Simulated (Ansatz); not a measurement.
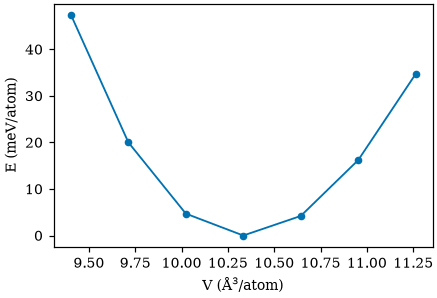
BP (NiAs type, P6_3/mmc) under volume change, plane-wave PAW PBE (Ansatz code), shape and atoms relaxed at each volume.

**Question.** What does a third-order Birch–Murnaghan fit give for V₀, B₀ and B′?

**Answer.** V₀ = 10.33 Å³/atom, B₀ = 154 GPa, B′ = 4.1.

A made-up cell: these elements were put on the sites of a structure type; neither database checked (COD, Materials Project) lists it. It is not the phase usual at ambient conditions (space group No. 216). Symmetry was held in the PBE relaxation; its stability against distortions is not shown here.

Potentials: the later of the program's two PAW sets.
